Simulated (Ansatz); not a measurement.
# AgF₂: one change and its effect

System: AgF₂, charge −1, multiplicity 3.
Method of run A: UKS r2SCAN-D4/def2-TZVPD (Ansatz 0.2.0).

The geometry: r2SCAN-D4/def2-TZVPD start. Text and figures count atoms from 1; the logs count them from 0 in places.

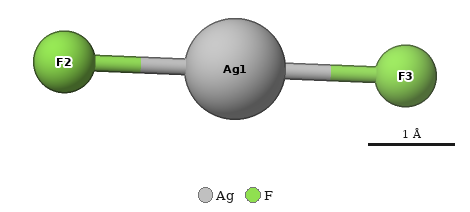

The structure as given in the input (ball-and-stick view, seen at a tilt; atoms are numbered from 1 in the order of the input). Sticks mark near contacts.

## Input, run A
```yaml
crystal:
  periodic: [false, false, false]
  atoms:
    - {symbol: Ag, position_ang: [0.000076, 0.000020, 0.000061]}
    - {symbol: F, position_ang: [1.067167, 0.872234, -1.460264]}
    - {symbol: F, position_ang: [-1.067243, -0.872244, 1.460193]}
basis:
  gaussian: {orbitals: def2-TZVPD}
total_charge: -1
magnetization: {spin_polarized: true, initial_magnetization: 2}
hamiltonian: {xc: r2scan, dispersion: d4}
scf: {lower_state_search: "off"}
output: {orbitals: {seedname: orbitals}}
relax: {f_tol: 0.02, max_steps: 100}
```

Command:
```bash
ansatz run in.yaml --threads 4 --pin off --events-out ev --progress --plain --max-ram 3916MiB
```

Hardware: 4 threads of Arm Neoverse V2, 95 GiB of memory available, shared host.

## Output, shortened to warnings, some set-up lines, iterations and results (run A)
```
[...]
mean field evaluation 1: about -9430.7898 eV, gradient 3.1e1 eV
mean field evaluation 2: about -9411.4714 eV, gradient 8.2e1 eV
mean field evaluation 4: about -9434.2624 eV, gradient 3.9e0 eV
mean field evaluation 8: about -9434.3056 eV, gradient 6.8e-2 eV
mean field evaluation 16: about -9434.3033 eV, gradient 2.7e-4 eV
[... 18 lines ...]
relax step  15: F+E_penalty+E_count = -9435.18961133 eV  Δ(F+E_penalty+E_count) = -6.845e-3 eV  max|allowed force component| = 2.261e-1 eV/Å  Δτ_max = 0.0111 Å  (25 SCF …
mean field evaluation 160: about -9435.1955 eV, gradient 2.2e-6 eV
relax step  16: F+E_penalty+E_count = -9435.20503698 eV  Δ(F+E_penalty+E_count) = -1.543e-2 eV  max|allowed force component| = 1.820e-1 eV/Å  Δτ_max = 0.0286 Å  (24 SCF …
relax step  17: F+E_penalty+E_count = -9435.23179733 eV  Δ(F+E_penalty+E_count) = -2.676e-2 eV  max|allowed force component| = 2.574e-2 eV/Å  Δτ_max = 0.1191 Å  (27 SCF …
relax step  18: F+E_penalty+E_count = -9435.23202794 eV  Δ(F+E_penalty+E_count) = -2.306e-4 eV  max|allowed force component| = 6.058e-4 eV/Å  Δτ_max = 0.0087 Å  (24 SCF …
Total energy: -9435.23205094 eV, -346.7383824422 hartree
Atom 0 at     0.693489     0.149606     0.596207 Å, force    -0.000372    -0.000080    -0.000320 eV/Å
Atom 1 at     0.444679     0.572035    -1.380968 Å, force     0.000512     0.000306    -0.000286 eV/Å
Atom 2 at    -1.138169    -0.721631     0.784751 Å, force    -0.000140    -0.000226     0.000606 eV/Å
Dipole moment:     0.249848     0.053898     0.214801 e Å
Checks for a lower state left out: stability, starts, cluster_reference, orbital_swaps, neighbouring_geometries, increment
```

Run B used a changed input.

## The two runs side by side

| quantity | run A | run B |
| --- | --- | --- |
| outcome | converged | converged |
| total energy (hartree) | −346.738382 | −346.490365 |
| HOMO (eV) | 0.53 | 2.37 |
| LUMO (eV) | −0.74 | −4.04 |
| ⟨S²⟩ | 2.006 | 6.006 |
| largest force (eV/Å) | 0.001 | 0.000 |
| basis functions | 120 | 120 |
| wall time (shared host) | 32 s | 40 s |

Which change of the input explains these differences?

The change (lines with − go, lines with + come):
```diff
-magnetization: {spin_polarized: true, initial_magnetization: 2}
+magnetization: {spin_polarized: true, initial_magnetization: 4}
```

With the same method and basis, run B lies 155.6 kcal/mol higher. The HOMO goes from 0.53 to 2.37 eV. The LUMO goes from −0.74 to −4.04 eV.

## Output, shortened to warnings, some set-up lines, iterations and results (run B)
```
[...]
mean field evaluation 1: about -9413.3616 eV, gradient 6.1e1 eV
mean field evaluation 2: about -9370.5625 eV, gradient 1.3e2 eV
mean field evaluation 4: about -9422.2139 eV, gradient 3.8e1 eV
mean field evaluation 8: about -9428.4183 eV, gradient 1.2e0 eV
mean field evaluation 16: about -9428.4226 eV, gradient 2.1e-3 eV
mean field evaluation 32: about -9428.4209 eV, gradient 7.9e-1 eV
relax step   1: F+E_penalty+E_count = -9428.43174297 eV  Δ(F+E_penalty+E_count) = +0.000e0 eV  max|allowed force component| = 4.936e-1 eV/Å  Δτ_max = 0.0000 Å  (94 SCF iters, …
relax step   2: F+E_penalty+E_count = -9428.46679360 eV  Δ(F+E_penalty+E_count) = -3.505e-2 eV  max|allowed force component| = 2.593e-1 eV/Å  Δτ_max = 0.0342 Å  (64 SCF …
mean field evaluation 64: about -9428.4734 eV, gradient 9.0e-1 eV
relax step   3: F+E_penalty+E_count = -9428.48277846 eV  Δ(F+E_penalty+E_count) = -1.598e-2 eV  max|allowed force component| = 3.495e-2 eV/Å  Δτ_max = 0.0408 Å  (91 SCF …
relax step   4: F+E_penalty+E_count = -9428.48313075 eV  Δ(F+E_penalty+E_count) = -3.523e-4 eV  max|allowed force component| = 3.490e-4 eV/Å  Δτ_max = 0.0073 Å  (98 SCF …
Total energy: -9428.48315243 eV, -346.4903649964 hartree
Atom 0 at     0.000011     0.000009     0.000007 Å, force    -0.000011    -0.000004    -0.000011 eV/Å
Atom 1 at     1.110941     0.907989    -1.520087 Å, force     0.000257     0.000207    -0.000338 eV/Å
Atom 2 at    -1.110952    -0.907989     1.520070 Å, force    -0.000245    -0.000203     0.000349 eV/Å
Dipole moment:     0.000011    -0.000005     0.000005 e Å
Checks for a lower state left out: stability, starts, cluster_reference, orbital_swaps, neighbouring_geometries, increment
```

For both runs: The highest filled orbital lies above zero: either the extra electron isn't bound at this level, or the self-interaction error of the functional lifts the level.
